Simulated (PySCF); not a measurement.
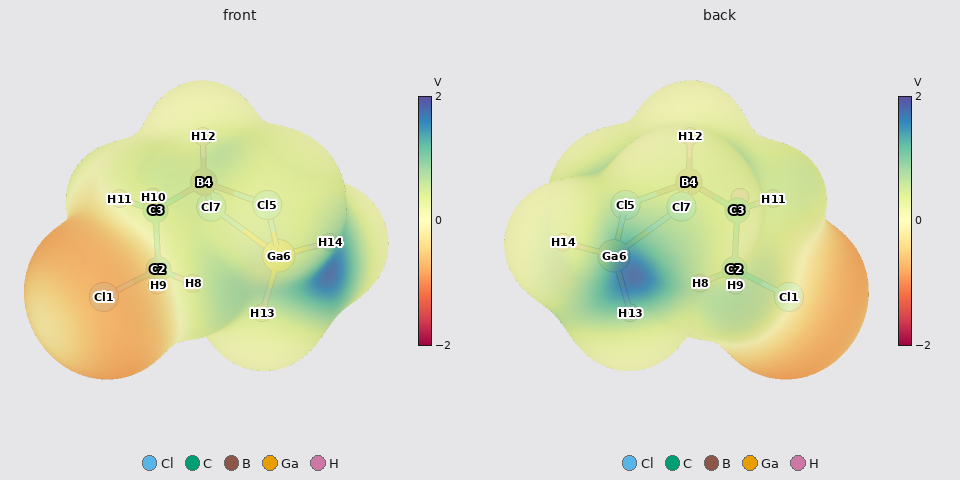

C2H7BCl3Ga (SMILES ClCC[BH-]1[Cl+][GaH2-][Cl+]1). The molecular electrostatic potential painted on the density surface at 0.001 e/bohr³, seen from the front and from behind; red is negative and blue positive.

Geometry: GFN2-xTB.

The calculation used PBE0/def2-SVPD, SCF density, gas phase in PySCF.

```xyz
14

Cl   -3.1794    1.2024    0.2051
C    -1.4302    0.8185    0.2452
C    -1.0439   -0.0982   -0.9063
B     0.5241   -0.4758   -0.9646
Cl    1.5794    1.1025   -0.9818
Ga    2.0398    0.7416    1.2098
Cl    1.0761   -1.2425    0.6852
H    -0.9101    1.7801    0.1907
H    -1.2471    0.3514    1.2179
H    -1.3370    0.3818   -1.8425
H    -1.6360   -1.0132   -0.8354
H     0.8572   -1.1766   -1.8488
H     1.1413    1.5843    2.1504
H     3.5652    0.6033    1.4528
```

Question: Where is the surface potential most negative and most positive?

Answer: The most negative region (about −0.8 V) lies over Cl1, the most positive (about +1.7 V) over Ga6.

Question: What dipole moment does the calculation give?

Answer: Its dipole moment is 2.55 D.
